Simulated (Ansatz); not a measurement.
# ClH2OSi radical: a spread of methods and bases

Aim: run ClH2OSi radical under a spread of inputs, and see what each costs and gives.

Program: Ansatz 0.2.0, Gaussian basis. Level of theory: the settings change from run to run. These are calculated values, not measurements.

### 1 The geometry

The geometry comes from an earlier relaxation with PBE0-D4 in a triple-zeta def2 set; it is a stationary point.

5 atoms, charge 0, spin multiplicity 2.

Atoms are counted from 1 here; the program's logs count them from 0.

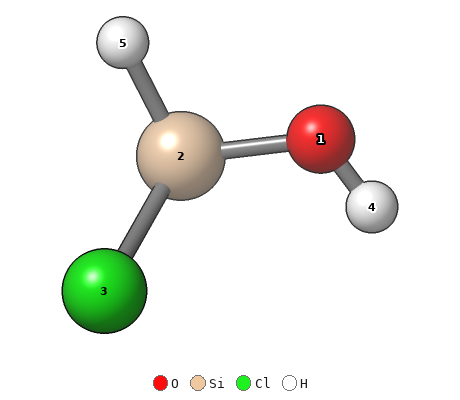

The geometry (oxygen red, silicon light orange, chlorine green, hydrogen white); atoms are numbered from 1 in the order of the file.

### 2 revPBE/aug-cc-pVDZ

in.yaml

```yaml
crystal:
  periodic: [false, false, false]
  atoms:
    - {symbol: O, position_ang: [-0.806120, -0.432037, -0.746534]}
    - {symbol: Si, position_ang: [-0.092285, 0.479808, 0.414012]}
    - {symbol: Cl, position_ang: [1.606550, -0.440829, 1.143627]}
    - {symbol: H, position_ang: [-1.024141, -1.343225, -0.540045]}
    - {symbol: H, position_ang: [0.315996, 1.736283, -0.271051]}
basis:
  gaussian: {orbitals: aug-cc-pVDZ}
magnetization: {spin_polarized: true, initial_magnetization: 1}
hamiltonian: {xc: {name: revPBE}}
output: {forces: true}
```

On the command line:

```console
$ ansatz run in.yaml --threads 2 --pin off --events-out ev --progress --plain --max-ram 32768MiB --backend cpu
```

Output:

```text
Functional definition: revPBE
  name "revPBE"
  cite "Zhang & Yang, Phys. Rev. Lett. 80, 890 (1998) doi:10.1103/PhysRevLett.80.890"
  cite "Perdew, Burke & Ernzerhof, Phys. Rev. Lett. 77, 3865 (1996) doi:10.1103/PhysRevLett.77.3865"
  parameter kappa = 1.245
  parameter beta = 0.06672455060314922
  exchange = pbe_x(kappa = kappa, mu = beta*pi^2/3)
  correlation = pbe_c(beta = beta)
953 factors; their error is unknown
mean field evaluation 1: about -22470.1210 eV, gradient 4.3e1 eV
mean field evaluation 2: about -22412.0853 eV, gradient 1.1e2 eV
mean field evaluation 4: about -22476.5708 eV, gradient 6.0e0 eV
mean field evaluation 8: about -22476.7794 eV, gradient 1.4e-1 eV
mean field evaluation 16: about -22476.7342 eV, gradient 6.9e-5 eV
mean field -22476.73416984 eV, -826.0047454641 hartree, gradient 2.0e-5 eV, S^2 0.751892; 0 other end points of the search recorded, 0 dependent functions left out
the calculation of the forces begins
reference -22476.73425356 eV, -826.0047485407 hartree; 21, 20 occupied and 74, 75 virtual orbitals, 953 factors
Total energy: -22476.73425356 eV, -826.0047485407 hartree
Atom 0 at    -0.806120    -0.432037    -0.746534 Å, force    -0.794112    -0.532465    -1.670552 eV/Å
Atom 1 at    -0.092285     0.479808     0.414012 Å, force    -0.054020     1.227494     1.378089 eV/Å
Atom 2 at     1.606550    -0.440829     1.143627 Å, force     0.884521    -0.448632     0.389900 eV/Å
Atom 3 at    -1.024141    -1.343225    -0.540045 Å, force    -0.151838    -0.607627     0.136072 eV/Å
Atom 4 at     0.315996     1.736283    -0.271051 Å, force     0.115448     0.361230    -0.233509 eV/Å
Dipole moment:    -0.220667    -0.122609    -0.010240 e Å
```

Wall time 2.7 s (2 threads, shared host).

Largest force 1.925 eV/Å, dipole 1.21 D, ⟨S²⟩ 0.752.

### 3 BHLYP/x2c-TZVPPall

This run has multiplicity 4, high accuracy.

Edit in.yaml of step 2 so:

```diff
@@ -9,5 +9,5 @@
 basis:
-  gaussian: {orbitals: aug-cc-pVDZ}
-magnetization: {spin_polarized: true, initial_magnetization: 1}
-hamiltonian: {xc: {name: revPBE}}
-output: {forces: true}
+  gaussian: {orbitals: x2c-TZVPPall}
+magnetization: {spin_polarized: true, initial_magnetization: 3}
+hamiltonian: {xc: {name: BHLYP}}
+accuracy: high
```

Same command.

Output:

```text
Functional definition: BHLYP
  name "BHLYP"
  cite "Becke, J. Chem. Phys. 98, 1372 (1993) doi:10.1063/1.464304"
  cite "Becke, Phys. Rev. A 38, 3098 (1988) doi:10.1103/PhysRevA.38.3098"
  cite "Lee, Yang & Parr, Phys. Rev. B 37, 785 (1988) doi:10.1103/PhysRevB.37.785"
  parameter a = 0.5
  exchange = (1 - a)*b88_x + a*exact_x
  correlation = lyp_c
2306 factors; integrals over basis functions are off by at most 3.7e-9 eV
mean field evaluation 1: about -22523.4365 eV, gradient 3.9e1 eV
mean field evaluation 2: about -22497.4130 eV, gradient 8.4e1 eV
mean field evaluation 4: about -22529.7314 eV, gradient 2.6e0 eV
mean field evaluation 8: about -22530.0014 eV, gradient 6.4e-1 eV
mean field evaluation 16: about -22530.0301 eV, gradient 1.2e-1 eV
mean field evaluation 32: about -22530.2616 eV, gradient 1.5e-2 eV
mean field -22530.26160853 eV, -827.9718425535 hartree, gradient 2.5e-8 eV, S^2 3.761076; 6 other end points of the search recorded, 0 dependent functions left out
reference -22530.26163216 eV, -827.9718434220 hartree; 22, 19 occupied and 121, 124 virtual orbitals, 2306 factors
Total energy: -22530.26163216 eV, -827.9718434220 hartree
Relativity: scalar
```

Run time: 29 s. Hardware: 2 threads, shared host; peak memory 0.69 GiB.

⟨S²⟩ 3.761.

### 4 SPW92/cc-pVDZ

Options: multiplicity 4, a grid of angular degree 11, the search for lower states set to full.

Edit in.yaml of step 3 so:

```diff
@@ -9,5 +9,6 @@
 basis:
-  gaussian: {orbitals: x2c-TZVPPall}
+  gaussian: {orbitals: cc-pVDZ, final_grid: {core_spheres: 5, valence_spheres: 4, degree: 11}}
 magnetization: {spin_polarized: true, initial_magnetization: 3}
-hamiltonian: {xc: {name: BHLYP}}
-accuracy: high
+hamiltonian: {xc: {name: SPW92}}
+scf: {lower_state_search: full}
+output: {forces: true}
```

Launched as before.

Output (excerpt; [...] marks lines left out):

```text
Functional definition: SPW92
  name "SPW92"
  cite "Dirac, Proc. Camb. Phil. Soc. 26, 376 (1930) doi:10.1017/S0305004100016108"
  cite "Slater, Phys. Rev. 81, 385 (1951) doi:10.1103/PhysRev.81.385"
  cite "Perdew & Wang, Phys. Rev. B 45, 13244 (1992) doi:10.1103/PhysRevB.45.13244"
[...]
753 factors; their error is unknown
[...]
mean field -22386.07348331 eV, -822.6730266862 hartree, gradient 2.4e-6 eV, S^2 3.751791; 20 other end points of the search recorded, 0 dependent functions left out
[...]
reference -22386.07350621 eV, -822.6730275275 hartree; 22, 19 occupied and 38, 41 virtual orbitals, 753 factors
Total energy: -22386.07350621 eV, -822.6730275275 hartree
Atom 0 at    -0.806120    -0.432037    -0.746534 Å, force    -1.090809     1.124006    -4.947576 eV/Å
Atom 1 at    -0.092285     0.479808     0.414012 Å, force    -0.074189     3.127836     3.625914 eV/Å
Atom 2 at     1.606550    -0.440829     1.143627 Å, force     1.869283    -0.694035     0.578648 eV/Å
Atom 3 at    -1.024141    -1.343225    -0.540045 Å, force    -1.013806    -3.689784     1.069413 eV/Å
Atom 4 at     0.315996     1.736283    -0.271051 Å, force     0.309521     0.131977    -0.326398 eV/Å
Dipole moment:     0.186011    -0.097698     0.051888 e Å
```

Run time: 7 s. Hardware: 2 threads, shared host.

Largest force 5.190 eV/Å, dipole 1.04 D, ⟨S²⟩ 3.752.

### 5 RPA/cc-pVDZ

Edit in.yaml of step 4 so:

```diff
@@ -9,6 +9,5 @@
 basis:
-  gaussian: {orbitals: cc-pVDZ, final_grid: {core_spheres: 5, valence_spheres: 4, degree: 11}}
-magnetization: {spin_polarized: true, initial_magnetization: 3}
-hamiltonian: {xc: {name: SPW92}}
-scf: {lower_state_search: full}
-output: {forces: true}
+  gaussian: {orbitals: cc-pVDZ}
+magnetization: {spin_polarized: true, initial_magnetization: 1}
+hamiltonian: {xc: {name: PBE0}}
+correlation: {method: rpa}
```

The command is unchanged.

Output (excerpt; [...] marks lines left out):

```text
Functional definition: PBE0
  name "PBE0"
  cite "Adamo & Barone, J. Chem. Phys. 110, 6158 (1999) doi:10.1063/1.478522"
  cite "Perdew, Burke & Ernzerhof, Phys. Rev. Lett. 77, 3865 (1996) doi:10.1103/PhysRevLett.77.3865"
  parent pbe
[...]
592 factors; integrals over basis functions are off by at most 1.1e-3 eV
[...]
mean field -22471.32123703 eV, -825.8058238523 hartree, gradient 1.2e-6 eV, S^2 0.751910; 0 other end points of the search recorded, 0 dependent functions left out
11 core orbitals not correlated: weight in the atoms' cores, before any rotation towards them, 1.000 or more for the frozen orbitals, at most 0.000 for the correlated occupied ones
reference -22435.76863990 eV, -824.4992900060 hartree; 10, 9 occupied and 39, 40 virtual orbitals, 592 factors
Total energy: -22451.66841083 eV, -825.0835958105 hartree
```

Run time: 2.5 s. Hardware: 2 threads, shared host.

⟨S²⟩ 0.752.

### 6 PBE/def2-mTZVP

This run has D4 dispersion, high accuracy.

Edit in.yaml of step 5 so:

```diff
@@ -9,5 +9,5 @@
 basis:
-  gaussian: {orbitals: cc-pVDZ}
+  gaussian: {orbitals: def2-mTZVP}
 magnetization: {spin_polarized: true, initial_magnetization: 1}
-hamiltonian: {xc: {name: PBE0}}
-correlation: {method: rpa}
+hamiltonian: {xc: {name: PBE}, dispersion: d4}
+accuracy: high
```

The command is unchanged.

Output:

```text
Functional definition: PBE
  name "PBE"
  cite "Perdew, Burke & Ernzerhof, Phys. Rev. Lett. 77, 3865 (1996) doi:10.1103/PhysRevLett.77.3865"
  parent pbe
  parameter kappa = 0.804
  parameter beta = 0.06672455060314922
  exchange = pbe_x(kappa = kappa, mu = beta*pi^2/3)
  correlation = pbe_c(beta = beta)
1366 factors; integrals over basis functions are off by at most 3.9e-9 eV
mean field evaluation 1: about -22464.3231 eV, gradient 4.4e1 eV
mean field evaluation 2: about -22409.2464 eV, gradient 1.1e2 eV
mean field evaluation 4: about -22470.5037 eV, gradient 6.6e0 eV
mean field evaluation 8: about -22470.7043 eV, gradient 1.4e-1 eV
mean field evaluation 16: about -22470.7044 eV, gradient 3.5e-5 eV
mean field -22470.70438601 eV, -825.7831549953 hartree, gradient 1.2e-8 eV, S^2 0.751333; 0 other end points of the search recorded, 0 dependent functions left out
reference -22470.70438916 eV, -825.7831551110 hartree; 21, 20 occupied and 53, 54 virtual orbitals, 1366 factors
Total energy: -22470.80246254 eV, -825.7867592413 hartree
```

Run time: 4.2 s. Hardware: 2 threads, shared host.

⟨S²⟩ 0.751.

### 7 wB97M-V/6-31G

Set apart from the defaults: charge -1, multiplicity 1, atoms shaken by 0.08 Å, a point charge of 2.00 e beside it.

in.yaml

```yaml
crystal:
  periodic: [false, false, false]
  atoms:
    - {symbol: O, position_ang: [-1.057866, -0.408224, -0.758240]}
    - {symbol: Si, position_ang: [-0.134254, 0.473625, 0.435324]}
    - {symbol: Cl, position_ang: [1.496819, -0.613880, 1.111538]}
    - {symbol: H, position_ang: [-0.958812, -1.512753, -0.515268]}
    - {symbol: H, position_ang: [0.263239, 1.942703, -0.296328]}
basis:
  gaussian: {orbitals: 6-31G, point_charges: [{charge: 2.00, position_ang: [5.566, -0.737, 0.673]}]}
total_charge: -1
hamiltonian: {xc: {name: wB97M-V}}
output: {forces: true}
```

Same command.

Output (excerpt; [...] marks lines left out):

```text
Functional definition: wB97M-V
  name "wB97M-V"
  cite "Mardirossian & Head-Gordon, J. Chem. Phys. 144, 214110 (2016) doi:10.1063/1.4952647"
  cite "Becke, J. Chem. Phys. 107, 8554 (1997) doi:10.1063/1.475007"
  cite "Vydrov & Van Voorhis, J. Chem. Phys. 133, 244103 (2010) doi:10.1063/1.3521275"
  # Of w^i u^j: cxij and so on, Table III.
[...]
  gx(w, u) = 1 - cx + cx01*u + cx10*w
  gss(w, u) = css00 + css04*u^4 + css10*w + css20*w^2 + css43*w^4*u^3
  gos(w, u) = cos00 + cos10*w + (cos20 + cos21*u)*w^2 + (cos60 + cos61*u)*w^6
[...]
      + integral(e_c_pw_mod_opposite_spin*gos(b97_w_opposite, b97_u_opposite)) + vv10(b, c)
419 factors; integrals over basis functions are off by at most 2.3e-4 eV
172 factors; integrals over basis functions are off by at most 6.0e-6 eV
[...]
mean field -22481.48322753 eV, -826.1792701151 hartree, gradient 8.5e-5 eV, S^2 0.000000; 0 other end points of the search recorded, 0 dependent functions left out
[...]
reference -22481.48326168 eV, -826.1792713700 hartree; 21, 21 occupied and 18, 18 virtual orbitals, 419 factors
Total energy: -22481.48326168 eV, -826.1792713700 hartree
Atom 0 at    -1.057866    -0.408224    -0.758240 Å, force     1.162061    -5.155306    -0.817172 eV/Å
Atom 1 at    -0.134254     0.473625     0.435324 Å, force    -5.953103     5.088377     1.875157 eV/Å
Atom 2 at     1.496819    -0.613880     1.111538 Å, force     6.150428    -2.942827     0.430381 eV/Å
Atom 3 at    -0.958812    -1.512753    -0.515268 Å, force    -0.811754     4.215857    -0.981072 eV/Å
Atom 4 at     0.263239     1.942703    -0.296328 Å, force     0.744036    -1.309810    -0.625766 eV/Å
Dipole moment:    -0.076392    -0.462087    -0.255404 e Å
```

It took 3.8 s on 2 threads, shared host.

Largest force 8.053 eV/Å.

### 8 B97M-V/def2-TZVP

Options: a point charge of -1.00 e beside it.

in.yaml

```yaml
crystal:
  periodic: [false, false, false]
  atoms:
    - {symbol: O, position_ang: [-0.806120, -0.432037, -0.746534]}
    - {symbol: Si, position_ang: [-0.092285, 0.479808, 0.414012]}
    - {symbol: Cl, position_ang: [1.606550, -0.440829, 1.143627]}
    - {symbol: H, position_ang: [-1.024141, -1.343225, -0.540045]}
    - {symbol: H, position_ang: [0.315996, 1.736283, -0.271051]}
basis:
  gaussian: {orbitals: def2-TZVP, point_charges: [{charge: -1.00, position_ang: [5.773, -0.009, 0.340]}]}
magnetization: {spin_polarized: true, initial_magnetization: 1}
hamiltonian: {xc: {name: B97M-V}}
output: {forces: true}
```

Launched as before.

Output (excerpt; [...] marks lines left out):

```text
Functional definition: B97M-V
  name "B97M-V"
  cite "Mardirossian & Head-Gordon, J. Chem. Phys. 142, 074111 (2015) doi:10.1063/1.4907719"
  cite "Becke, J. Chem. Phys. 107, 8554 (1997) doi:10.1063/1.475007"
  cite "Vydrov & Van Voorhis, J. Chem. Phys. 133, 244103 (2010) doi:10.1063/1.3521275"
  # Of w^i u^j: cxij and so on, Table III.
[...]
  gx(w, u) = cx00 + cx01*u + cx02*u^2 + (cx10 + cx11*u)*w
  gss(w, u) = css00 + css02*u^2 + css10*w + (css32*w^3 + css42*w^4)*u^2
  gos(w, u) = cos00 + cos01*u + cos03*u^3 + cos10*w + cos32*w^3*u^2
[...]
      + integral(e_c_pw_mod_opposite_spin*gos(b97_w_opposite, b97_u_opposite)) + vv10(b, c)
747 factors; their error is unknown
[...]
mean field -22476.64779886 eV, -826.0015713889 hartree, gradient 4.6e-5 eV, S^2 0.752055; 0 other end points of the search recorded, 0 dependent functions left out
[...]
reference -22476.64784810 eV, -826.0015731985 hartree; 21, 20 occupied and 96, 97 virtual orbitals, 747 factors
Total energy: -22476.64784810 eV, -826.0015731985 hartree
Atom 0 at    -0.806120    -0.432037    -0.746534 Å, force    -0.242837    -0.121587    -0.182789 eV/Å
Atom 1 at    -0.092285     0.479808     0.414012 Å, force     0.556823    -0.288196     0.361812 eV/Å
Atom 2 at     1.606550    -0.440829     1.143627 Å, force    -0.393725     0.217281    -0.134133 eV/Å
Atom 3 at    -1.024141    -1.343225    -0.540045 Å, force     0.141364     0.148046     0.031346 eV/Å
Atom 4 at     0.315996     1.736283    -0.271051 Å, force    -0.046699     0.055688    -0.085493 eV/Å
Dipole moment:     0.005147    -0.200606     0.062376 e Å
```

Wall time 8 s (2 threads, shared host).

Largest force 0.724 eV/Å, dipole 1.01 D, ⟨S²⟩ 0.752.

### 9 SPW92/6-31G

Edit in.yaml of step 8 so:

```diff
@@ -9,5 +9,5 @@
 basis:
-  gaussian: {orbitals: def2-TZVP, point_charges: [{charge: -1.00, position_ang: [5.773, -0.009, 0.340]}]}
+  gaussian: {orbitals: 6-31G}
 magnetization: {spin_polarized: true, initial_magnetization: 1}
-hamiltonian: {xc: {name: B97M-V}}
+hamiltonian: {xc: {name: SPW92}}
 output: {forces: true}
```

The command is unchanged.

Output (excerpt; [...] marks lines left out):

```text
Functional definition: SPW92
  name "SPW92"
  cite "Dirac, Proc. Camb. Phil. Soc. 26, 376 (1930) doi:10.1017/S0305004100016108"
  cite "Slater, Phys. Rev. 81, 385 (1951) doi:10.1103/PhysRev.81.385"
  cite "Perdew & Wang, Phys. Rev. B 45, 13244 (1992) doi:10.1103/PhysRevB.45.13244"
[...]
419 factors; integrals over basis functions are off by at most 3.0e-4 eV
[...]
mean field -22390.09012907 eV, -822.8206356950 hartree, gradient 6.2e-5 eV, S^2 0.750559; 0 other end points of the search recorded, 0 dependent functions left out
[...]
reference -22390.09015644 eV, -822.8206367010 hartree; 21, 20 occupied and 18, 19 virtual orbitals, 419 factors
Total energy: -22390.09015644 eV, -822.8206367010 hartree
Atom 0 at    -0.806120    -0.432037    -0.746534 Å, force    -0.709147    -0.521713    -1.711852 eV/Å
Atom 1 at    -0.092285     0.479808     0.414012 Å, force    -0.803560     2.312397     1.385798 eV/Å
Atom 2 at     1.606550    -0.440829     1.143627 Å, force     1.910763    -0.979865     0.803073 eV/Å
Atom 3 at    -1.024141    -1.343225    -0.540045 Å, force    -0.551934    -1.276217    -0.184139 eV/Å
Atom 4 at     0.315996     1.736283    -0.271051 Å, force     0.153877     0.465398    -0.292880 eV/Å
Dipole moment:    -0.303027    -0.095786     0.000394 e Å
```

Wall time 0.91 s (2 threads, shared host).

Largest force 2.813 eV/Å, dipole 1.53 D, ⟨S²⟩ 0.751.

### 10 B3LYP5/cc-pVTZ

This run has multiplicity 4, restricted open-shell orbitals, relativity set to scalar.

Edit in.yaml of step 9 so:

```diff
@@ -9,5 +9,4 @@
 basis:
-  gaussian: {orbitals: 6-31G}
-magnetization: {spin_polarized: true, initial_magnetization: 1}
-hamiltonian: {xc: {name: SPW92}}
-output: {forces: true}
+  gaussian: {orbitals: cc-pVTZ}
+magnetization: {spin_polarized: false, initial_magnetization: 3}
+hamiltonian: {xc: {name: B3LYP5}, pseudopotentials: {relativity: scalar}}
```

The command is unchanged.

Output (excerpt; [...] marks lines left out):

```text
Functional definition: B3LYP5
  name "B3LYP5"
  cite "Stephens, Devlin, Chabalowski & Frisch, J. Phys. Chem. 98, 11623 (1994) doi:10.1021/j100096a001"
  cite "Becke, Phys. Rev. A 38, 3098 (1988) doi:10.1103/PhysRevA.38.3098"
  cite "Lee, Yang & Parr, Phys. Rev. B 37, 785 (1988) doi:10.1103/PhysRevB.37.785"
  cite "Vosko, Wilk & Nusair, Can. J. Phys. 58, 1200 (1980) doi:10.1139/p80-159"
[...]
859 factors; their error is unknown
[...]
mean field -22521.54093912 eV, -827.6513638639 hartree, gradient 3.5e-6 eV, S^2 3.750000; 10 other end points of the search recorded, 0 dependent functions left out
reference -22521.54117899 eV, -827.6513726789 hartree; 22, 19 occupied and 104, 107 virtual orbitals, 859 factors
Total energy: -22521.54117899 eV, -827.6513726789 hartree
Relativity: scalar
```

It took 21 s on 2 threads, shared host; peak memory 0.41 GiB.

### 11 The runs in one table

```csv
level,charge,multiplicity,geometry,functions,energy (eV),time
revPBE/aug-cc-pVDZ,0,2,relaxed,95,-22476.734,2.7 s
BHLYP/x2c-TZVPPall,0,4,relaxed,143,-22530.262,29 s
SPW92/cc-pVDZ,0,4,relaxed,60,-22386.074,7 s
RPA/cc-pVDZ,0,2,relaxed,60,-22451.668,2.5 s
PBE/def2-mTZVP,0,2,relaxed,74,-22470.802,4.2 s
wB97M-V/6-31G,-1,1,"shaken, point charge",39,-22481.483,3.8 s
B97M-V/def2-TZVP,0,2,"relaxed, point charge",117,-22476.648,8 s
SPW92/6-31G,0,2,relaxed,39,-22390.090,0.91 s
B3LYP5/cc-pVTZ,0,4,relaxed,126,-22521.541,21 s
```

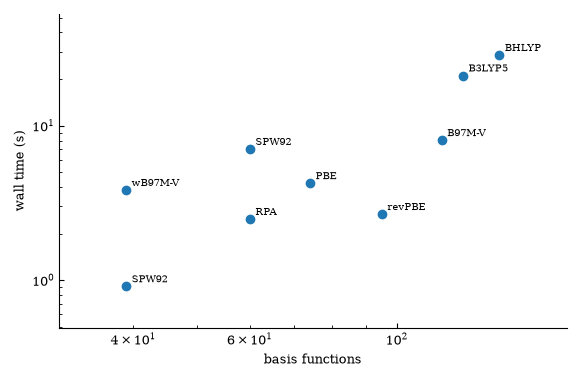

Wall time against the number of basis functions (shared host).

### 12 Summary of results

```
                                         quantity                     value
                                             runs                         9
                                         quickest       SPW92/6-31G, 0.91 s
                                          slowest  BHLYP/x2c-TZVPPall, 29 s
spread of total energies, same state and geometry                   86.6 eV
                  dipole, same state and geometry            1.21 to 1.53 D
```

In words: Run time spans a factor of 31, from SPW92/6-31G to BHLYP/x2c-TZVPPall. The jobs differ in tasks and options as well as level. Total energies at one charge and spin differ by 87 eV between levels, so only differences within one level mean anything. At the PBE0-D4/def2-TZVP geometry and in the same state, runs without warnings or point charges leave forces up to 2.81 eV/Å (SPW92/6-31G).
